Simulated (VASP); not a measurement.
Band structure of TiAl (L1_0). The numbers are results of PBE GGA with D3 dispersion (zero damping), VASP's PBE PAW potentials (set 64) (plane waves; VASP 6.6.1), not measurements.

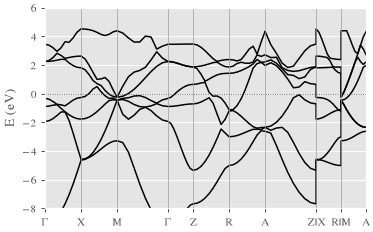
*Bands along high-symmetry lines, zero at the valence-band maximum or, without a gap, the Fermi level*

### Question
Read the plot: is there a gap, and where are the band edges?

### Answer
It has no gap at this level: it comes out as a metal or semimetal. (Edges off the drawn lines would not show.)

The compound is TiAl in the L1_0 structure. It was relaxed first. The electron count is odd and the run is not spin-polarised, which forces a metal.
